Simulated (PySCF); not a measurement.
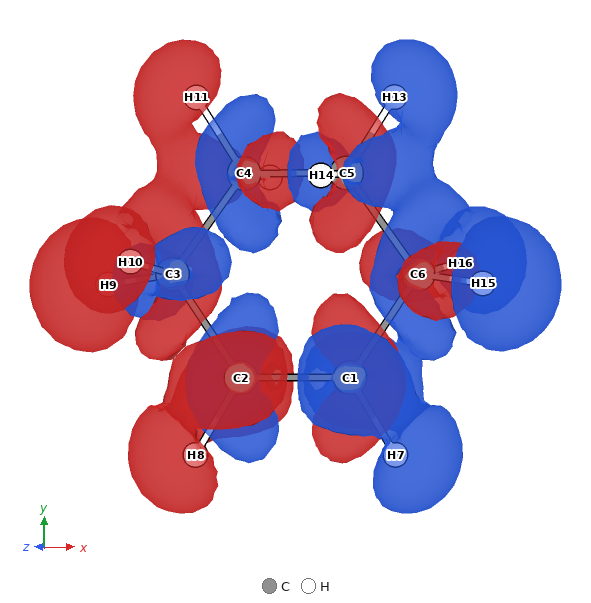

Figure 1: C₆H₁₀, SMILES `C1=CCCCC1`. Change of the electron density in a uniform field of 0.10 V/Å, surfaces at ±0.0008 e/Å³ (blue: gain, red: loss).

Level of theory: B3LYP/6-31G* (PySCF), at a geometry from GFN2-xTB. No frequency check shows the geometry to be a minimum. A basis without diffuse functions makes polarisabilities too small.

Along which Cartesian direction does the field point?

Answer. Along −x: electrons gather on the +x side, against the field.

What dipole is induced, and what polarisability does it imply?

Answer. The induced dipole is 0.36 D (along the field); α along this axis, from the fields in both directions, is 70 bohr³ (10.4 Å³).

Which atoms gain and lose the most charge?

Answer. Electrons gather most on H15 (Hirshfeld charge changes by −0.004 e) and leave H9 most (+0.004 e); 0.034 electrons are displaced in all.
